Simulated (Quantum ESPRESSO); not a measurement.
# Energy and gap at +3 % biaxial strain: 1T-PtS2, 1 layer

**Set-up.** Quantum ESPRESSO 7.5 driven by ASE, PBE, GBRV ultrasoft, ESM (bc1); atomic heights clamped; cell area 11.061 Å² at zero strain.

```
strain (%)  energy (meV a cell)  gap on the mesh (eV)
        −3               121.22                 1.926
      −1.5                28.62                 1.853
         0                 0.00                 1.769
      +1.5                27.85                 1.685
```

One more run was made and is withheld. What are energy and gap at +3 %, and how stiff is the sheet?

By hand: About zero, E'' = (28.62 + 27.85 − 2 × 0.00)/1.5² = 25.10 meV per %² and E' = (27.85 − 28.62)/3 = −0.26 meV per %. With E = A K ε², where K = (C11 + C22)/2 + C12 (C11 + C12 for a hexagonal sheet), K = 25.10 × 10/(2 × 11.061) × 16.02 = 182 N/m. The parabola gives E(+3 %) = 0.00 + 3 × (−0.26) + 4.5 × 25.10 = 112.2 meV. Continuing the last slope, the gap is 2 × 1.685 − 1.769 = 1.601 eV.

**Check.** E = 105.2 meV and the gap 1.601 eV. The parabola misses by +7.0 meV, too high, since bonds soften under tension. The gap's line misses by 0.000 eV.

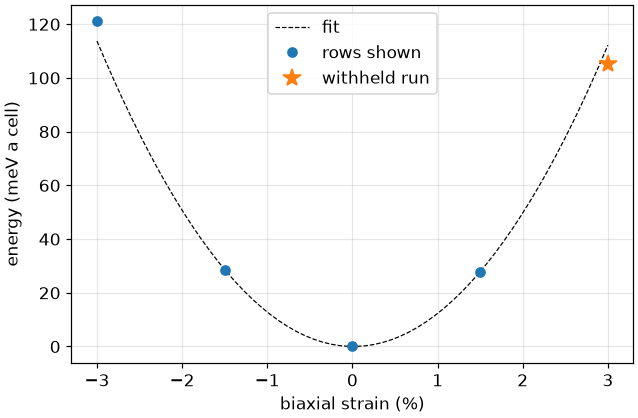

The rows shown, the fit and the withheld run.

Caveats: Clamped heights stiffen sheets with several planes. Semilocal gap, no spin-orbit coupling.

[Logs are printed without paths, hosts, clocks, repeated set-up lines and the standing remarks that a program may print on its own settings, such as how far it seeks lower states.]
